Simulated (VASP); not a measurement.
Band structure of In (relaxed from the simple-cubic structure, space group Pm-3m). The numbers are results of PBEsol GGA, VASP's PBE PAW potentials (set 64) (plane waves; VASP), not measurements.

Unless said otherwise, spin-orbit coupling is left out, though it shifts the bands of the heavy elements here.

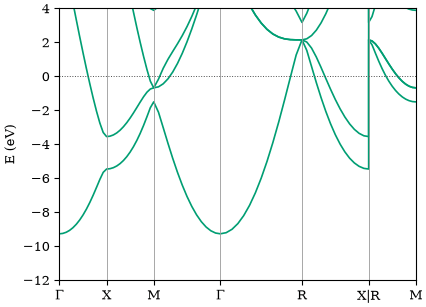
Figure: Bands along high-symmetry lines, zero at the valence-band maximum or, without a gap, the Fermi level

Question: Read the plot: is there a gap, and where are the band edges?

Answer: It has no gap at this level: it comes out as a metal or semimetal. (Edges off the drawn lines would not show.)

The structure was generated: In was put into the simple-cubic type (Pm-3m), which need not be its known phase. It was relaxed first, which changed the volume by -7 %.
